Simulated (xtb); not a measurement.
## Optimise calculation of C2HF2O (charge +1)

- system: C2HF2O, charge +1
- method: GFN2-xTB (xtb 6.7.1)

The geometry comes from this level: GFN2-xTB.

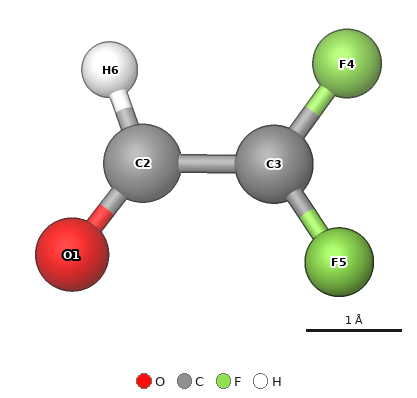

*The structure as given in the input (ball-and-stick view, seen at a tilt; atoms are numbered from 1 in the order of the input).*

### The input (mol.json)
```
{
 "schema_name": "qcschema_molecule",
 "schema_version": 2,
 "symbols": [
  "O",
  "C",
  "C",
  "F",
  "F",
  "H"
 ],
 "geometry": [
  1.18291186,
  0.45224926,
  3.1153269,
  -0.33062648,
  0.11489535,
  1.40839398,
  0.31208827,
  -0.08539672,
  -1.17716709,
  -1.38214569,
  -0.45597202,
  -2.96348741,
  2.59903483,
  0.04200861,
  -2.11910108,
  -2.38126279,
  -0.06776558,
  1.7360536
 ],
 "molecular_charge": 1,
 "molecular_multiplicity": 1
}
```

Machine: 1 thread of Arm Neoverse V1, 24 GiB of memory available, shared host.

Command:
```bash
xtb mol.json --pop --gfn2 -o vtight > out.txt 2> xtb.err
```

### Log
```
* xtb version 6.7.1
########################################################################
[ERROR] Program stopped due to fatal error
-2- reading geometry input 'mol.json' failed
-1- JSON support not enabled
########################################################################
```

### Standard error
```
ERROR STOP
Error termination. Backtrace:
abnormal termination of xtb
```

### What the run reported

```json
{"quantity": "outcome", "value": "refused by the program"}
```

### Diagnosis

The program refused the input.
